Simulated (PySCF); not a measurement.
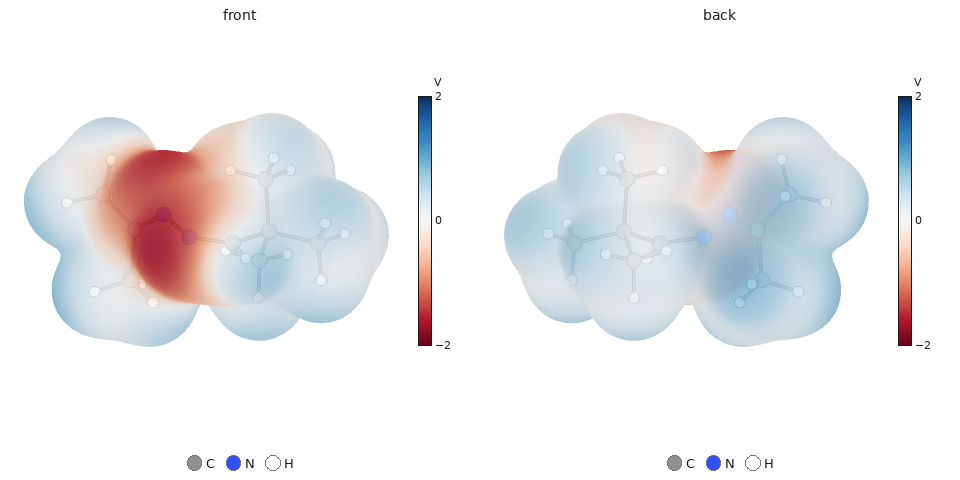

*C$_{8}$H$_{16}$N$_{2}$ (SMILES CC(C)=N/N=C\C(C)(C)C). The molecular electrostatic potential painted on the density surface at 0.002 e/bohr³, seen from the front and from behind; the colour scale runs from red (negative) to blue (positive).*

Geometry: GFN2-xTB.

Computed with PySCF, PBE0/pcSseg-1, SCF density, gas phase, non-relativistic.

Input

```
{"job": {"kind": "nmr", "xc": "PBE0", "basis": "pcSseg-1"}, "charge": 0, "multiplicity": 1}
C      2.861483    -1.026346     1.646969
C      2.168103    -0.321069     0.523404
C      2.506296    -0.761226    -0.874791
N      1.338887     0.590380     0.813766
N      0.764626     1.467706     0.059674
C     -0.437062     1.563080    -0.316440
C     -1.549238     0.544960    -0.160214
C     -1.716643     0.212172     1.327091
C     -2.847271     1.137374    -0.710269
C     -1.200324    -0.732646    -0.934443
H      2.487944    -0.668667     2.601912
H      3.934736    -0.844338     1.596815
H      2.702303    -2.101921     1.576570
H      3.583450    -0.713327    -1.028438
H      2.015004    -0.120181    -1.603830
H      2.190743    -1.792192    -1.038174
H     -0.684242     2.497467    -0.804211
H     -2.004044     1.101559     1.884116
H     -2.484429    -0.547138     1.459555
H     -0.782213    -0.161885     1.739963
H     -3.667929     0.435253    -0.579499
H     -3.097676     2.058808    -0.188931
H     -2.750576     1.356465    -1.771968
H     -0.990264    -0.503482    -1.977743
H     -2.034011    -1.431040    -0.895300
H     -0.328697    -1.217155    -0.502677
```

Command:

```sh
OMP_NUM_THREADS=1 python probes_run.py task.json out
```

Question: Where is the surface potential most negative and most positive?

Answer: The most negative region (about −1.6 V) lies over N5, the most positive (about +0.8 V) over H14 and H16. N5 is the likeliest acceptor of a hydrogen bond.
